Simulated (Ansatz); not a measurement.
**FCI/STO-3G run of AlCl2F (SMILES [F][Al]([Cl])[Cl])**

What is the vertical electron affinity of AlCl2F at FCI/STO-3G? 

Program for the calculation: Ansatz 0.2.0.

61 further runs of the same task are left out: 5 that didn't finish, 56 set aside as unsound or not needed.

## (1) The molecule

AlCl2F has 4 atoms, charge 0, and is taken as a singlet. SMILES: `[F][Al]([Cl])[Cl]`. The shape is that of a PBE0-D4/def2-TZVP optimisation.

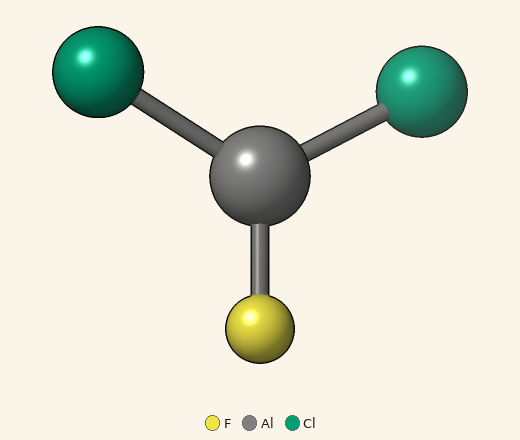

Viewed from a chosen angle; fluorine yellow, aluminium grey, chlorine teal.

## (2) The energy at FCI/STO-3G

run.yaml reads:

```yaml
crystal:
  periodic: [false, false, false]
  atoms:
    - {symbol: F, position_ang: [0.087420, 0.388220, 1.682350]}
    - {symbol: Al, position_ang: [0.004800, 0.021530, 0.093600]}
    - {symbol: Cl, position_ang: [1.223040, -1.463690, -0.663450]}
    - {symbol: Cl, position_ang: [-1.315270, 1.053930, -1.112510]}
basis:
  gaussian:
    orbitals: STO-3G
correlation:
  method: fci
  frozen_orbitals: {Al: 5, Cl: 5, F: 1}
accuracy: high
magnetization:
  spin_polarized: false
```

On the command line:

```console
ansatz run run.yaml --threads 1 --pin off --max-ram 3480MiB --events-out events.jsonl --progress --plain --runs-dir runs
```

Standard output:

```text
Warning: RAYON_NUM_THREADS=1 ignored (pool sized by the plan → 1); use --threads N
Functional definition: HF
  name "HF"
  exchange = exact_x
  correlation = 0
603 factors; integrals over basis functions are off by at most 2.8e-8 eV
mean field evaluation 1: about -33914.4348 eV, gradient 2.6e1 eV
mean field evaluation 2: about -33914.4556 eV, gradient 2.6e1 eV
mean field evaluation 4: about -33917.3960 eV, gradient 8.2e-1 eV
mean field evaluation 8: about -33917.3984 eV, gradient 2.6e-2 eV
mean field -33917.39838949 eV, -1246.4414007754 hartree, gradient 6.1e-8 eV, S^2 0.000000; 0 other end points of the search recorded, 0 dependent functions left out
16 core orbitals not correlated: weight in the atoms' cores, before any rotation towards them, 0.999 or more for the frozen orbitals, at most 0.000 for the correlated occupied ones
reference -33917.39838949 eV, -1246.4414007754 hartree; 12, 12 occupied and 4, 4 virtual orbitals, 603 factors
state -33919.06376334 eV, -1246.5026021354 hartree
Total energy: -33919.06376334 eV, -1246.5026021354 hartree
```

Run time: 12 s. Hardware: 1 thread of Arm Neoverse V1, shared host; peak memory 0.31 GiB.

## (3) The doublet anion at the same level

molecule.yaml reads:

```yaml
basis:
  gaussian:
    orbitals: STO-3G
crystal:
  periodic: [false, false, false]
  atoms:
    - {symbol: F, position_ang: [0.087420, 0.388220, 1.682350]}
    - {symbol: Al, position_ang: [0.004800, 0.021530, 0.093600]}
    - {symbol: Cl, position_ang: [1.223040, -1.463690, -0.663450]}
    - {symbol: Cl, position_ang: [-1.315270, 1.053930, -1.112510]}
total_charge: -1
magnetization:
  spin_polarized: true
  initial_magnetization: 1
correlation:
  method: fci
  frozen_orbitals: {Al: 5, Cl: 5, F: 1}
accuracy: high
```

On the command line:

```console
ansatz run molecule.yaml --threads 1 --pin off --max-ram 3480MiB --events-out events.jsonl --progress --plain --runs-dir runs
```

Standard output:

```text
Warning: RAYON_NUM_THREADS=1 ignored (pool sized by the plan → 1); use --threads N
Functional definition: HF
  name "HF"
  exchange = exact_x
  correlation = 0
603 factors; integrals over basis functions are off by at most 2.8e-8 eV
mean field evaluation 1: about -33909.3086 eV, gradient 1.2e1 eV
mean field evaluation 2: about -33909.3942 eV, gradient 1.2e1 eV
mean field evaluation 4: about -33910.6013 eV, gradient 4.9e-1 eV
mean field evaluation 8: about -33910.6050 eV, gradient 1.7e-2 eV
mean field evaluation 16: about -33910.7046 eV, gradient 3.7e-1 eV
mean field evaluation 32: about -33910.6930 eV, gradient 6.7e-2 eV
mean field -33910.71170509 eV, -1246.1956696560 hartree, gradient 6.4e-8 eV, S^2 0.750809; 4 other end points of the search recorded, 0 dependent functions left out
16 core orbitals not correlated: weight in the atoms' cores, before any rotation towards them, 0.999 or more for the frozen orbitals, at most 0.000 for the correlated occupied ones
reference -33910.70613841 eV, -1246.1954650844 hartree; 13, 12 occupied and 3, 4 virtual orbitals, 603 factors
state -33911.85991196 eV, -1246.2378654802 hartree
Total energy: -33911.85991196 eV, -1246.2378654802 hartree
```

It took 11 s on 1 thread of Arm Neoverse V1, shared host; peak memory 0.18 GiB.

## (4) Results

At FCI/STO-3G, 16 core orbitals frozen:

```
                                                    quantity           value
                                singlet AlCl2F: total energy  -1246.50260 Eh
singlet AlCl2F: correlation energy (16 core orbitals frozen)       -61.2 mEh
                                 doublet anion: total energy  -1246.23787 Eh
 doublet anion: correlation energy (16 core orbitals frozen)       -42.4 mEh
           vertical electron affinity (to the doublet anion)       -7.204 eV
```

The anion lies 7.20 eV (166 kcal/mol) above the neutral: the electron isn't bound at this level, and such a value depends on the basis. Without diffuse functions anions come out too high. In a minimal basis such a difference can be off by several eV, whatever the method.
